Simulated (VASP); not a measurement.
Consider the following.

```
CELL_PARAMETERS angstrom
      0.00000     2.47854     2.47854
      2.47854     0.00000     2.47854
      2.47854     2.47854     0.00000
ATOMIC_POSITIONS crystal
  W  0.00000 0.00000 0.00000
  S  0.50000 0.50000 0.50000
```

These are PBE GGA, VASP's PBE PAW potentials (set 64) (plane waves; VASP) values and carry that method's errors. Numerical set-up: 400 eV cut-off, 14×14×14 Γ-centred mesh, tetrahedra with Blöchl corrections, potentials W_sv S.

Unless said otherwise, spin-orbit coupling is left out, though it shifts the bands of the heavy elements here.

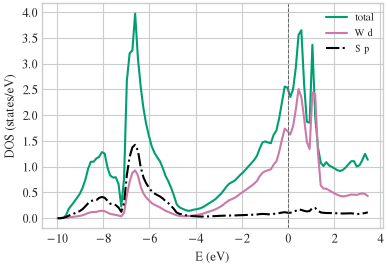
Total and projected density of states, zero at the Fermi level

Within 2 eV below the Fermi level the largest weight inside VASP's projection spheres is W d.

It has no gap at this level: it comes out as a metal or semimetal.

The structure was generated: WS was put into the rock salt type (Fm-3m), which need not be its known phase. It was relaxed first, which changed the volume by -36 %.
